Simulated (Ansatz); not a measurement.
BrClGaH2N

```xyz
6

N    -0.0913    1.0686   -0.0384
Ga    0.1033   -0.7123    0.0007
Cl    1.9862   -1.5609    0.5076
Br   -1.6282   -2.0833   -0.5132
H    -0.9689    1.5195   -0.2278
H     0.6410    1.7044    0.2248
```

Geometry: PBE0-D4/def2-TZVP.

The calculation used isolated molecule in a Gaussian basis; Hartree-Fock (Ansatz 0.2.0).

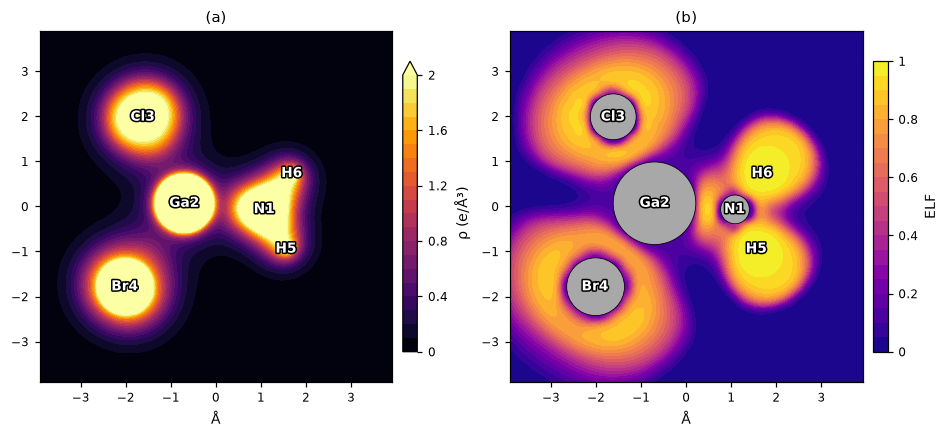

Figure 1. (a) electron density; (b) electron localisation function on the molecular plane. Grey discs cover the atomic cores in the ELF map.

Q: What does the map show?

A: Atoms in the plane: N, Ga, Cl, Br and H. Ga–N (1.79 Å): ρ is about 0.94 e/Å³ halfway; the ELF peaks at about 0.90 in the valence shell of N, 0.6 Å from its nucleus, and is about 0.30 at the midpoint. Ga–Cl (2.13 Å): the density is about 0.72 e/Å³ at the midpoint; the ELF peaks at about 0.85 in the valence shell of Cl, 0.8 Å from its nucleus, and is about 0.60 at the midpoint. Ga–Br (2.27 Å): ρ at the midpoint is about 0.66 e/Å³; the ELF peaks at about 0.80 in the valence shell of Br, 1.0 Å from its nucleus, and is about 0.70 at the midpoint. N–H (1.00 Å): ρ at the midpoint is about 2.8 e/Å³; the ELF climbs to about 1 towards the hydrogen, as it does in any bond to H; a covalent bond by its length. The ELF also peaks beside Br4 and Cl3, away from the bonds: lone-pair regions.

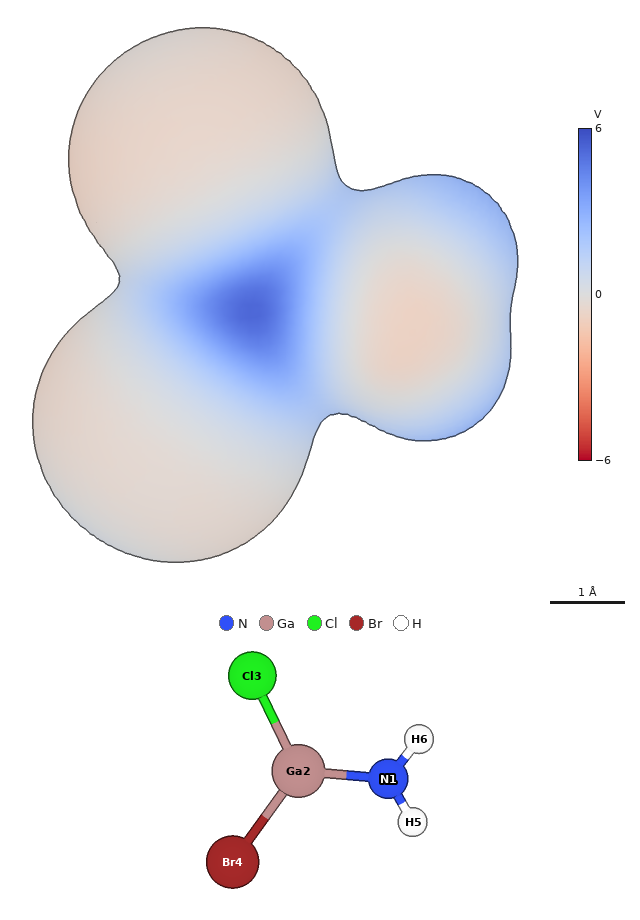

Figure 2. The molecular electrostatic potential painted on the density surface at 0.004 e/bohr³, seen at a tilt; the colour scale runs from red (negative) to blue (positive). The bare structure is drawn below in the same view.

Q: Where is the surface potential most negative and most positive?

A: The most negative region (about −0.8 V) lies over N1 and Cl3, the most positive (about +5.0 V) over Ga2. Br4 shows a σ-hole: about +0.4 V at the tip opposite its bond, against about −0.4 V on its flanks.

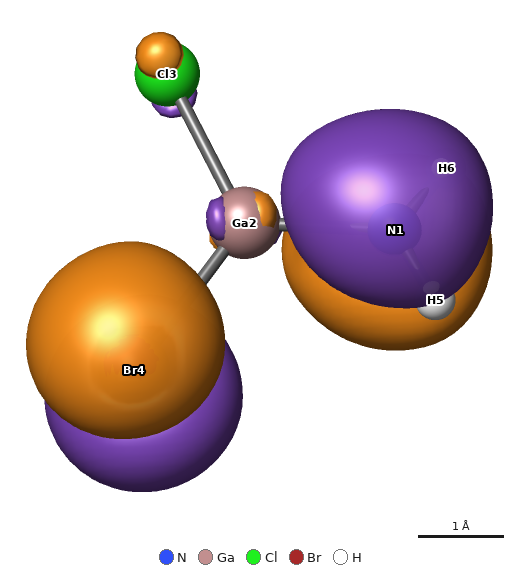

Figure 3. The HOMO at ±0.08 Å⁻³ᐟ² (orange and purple are the two phases), seen at a tilt.

Q: What is the character of this orbital?

A: It lies mainly on N1 (about 50 %), Br4 (about 35 %) and Ga2 (about 10 %); it changes sign across the molecular plane (π type). Its energy is −11.29 eV.
